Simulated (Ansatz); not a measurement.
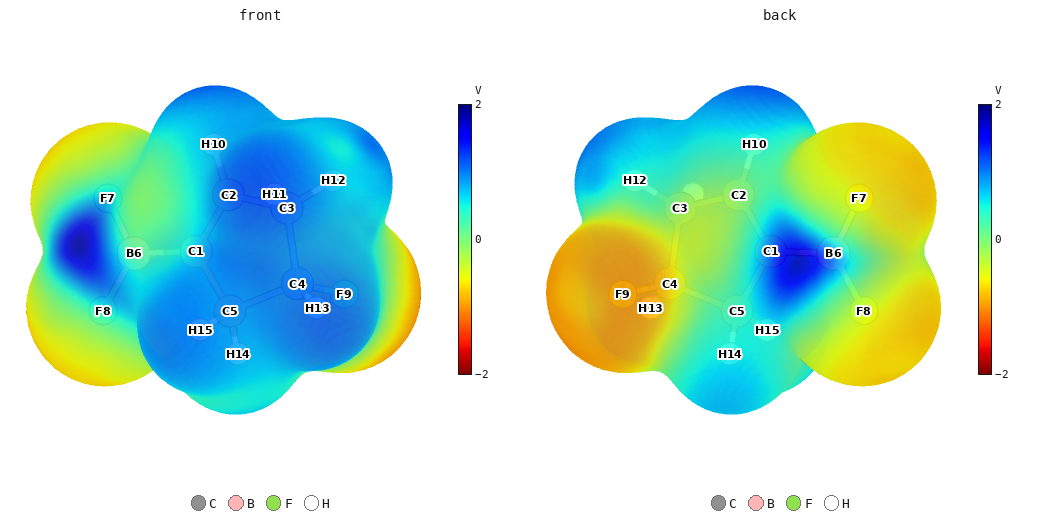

*C5H6BF3 (SMILES FB(F)C1=CC[C@H](F)C1). The molecular electrostatic potential painted on the density surface at 0.002 e/bohr³, seen from the front and from behind; red is negative and blue positive.*

Geometry: r2SCAN-D4/def2-SVP.

Level of theory: isolated molecule in a Gaussian basis; Kohn-Sham density functional theory, functional PBE0 in Ansatz 0.2.0.

Input file:

```
crystal:
  periodic: [false, false, false]
  atoms:
    - symbol: C
      position_ang: [-1.244880, -0.267781, -1.166632]
    - symbol: C
      position_ang: [0.027805, -0.410059, -1.603438]
    - symbol: C
      position_ang: [1.014318, -0.452396, -0.473149]
    - symbol: C
      position_ang: [0.128116, -0.691226, 0.755447]
    - symbol: C
      position_ang: [-1.262516, -0.192378, 0.347142]
    - symbol: B
      position_ang: [-2.470516, -0.162682, -2.093652]
    - symbol: F
      position_ang: [-2.355811, -0.241839, -3.414136]
    - symbol: F
      position_ang: [-3.693336, 0.013561, -1.607459]
    - symbol: F
      position_ang: [0.057019, -2.063815, 0.975969]
    - symbol: H
      position_ang: [0.317584, -0.461684, -2.657794]
    - symbol: H
      position_ang: [1.560352, 0.508146, -0.399358]
    - symbol: H
      position_ang: [1.776959, -1.243765, -0.565504]
    - symbol: H
      position_ang: [0.515010, -0.231767, 1.680736]
    - symbol: H
      position_ang: [-2.044051, -0.809402, 0.819596]
    - symbol: H
      position_ang: [-1.428957, 0.847289, 0.685926]
basis:
  gaussian: {orbitals: def2-SVPD}
hamiltonian: {xc: pbe0}
output: {forces: true, orbitals: {seedname: orbitals}}
```

Command:

```sh
ansatz run input.yaml --threads 4 --pin off --max-ram 7830MiB --events-out events.jsonl --progress --plain --runs-dir runs
```

### Describe the electrostatic potential map.

The most negative region (about −1.0 V, or −23 kcal/mol for a unit charge) lies over F9, the most positive (about +1.7 V, or +39 kcal/mol for a unit charge) over B6.
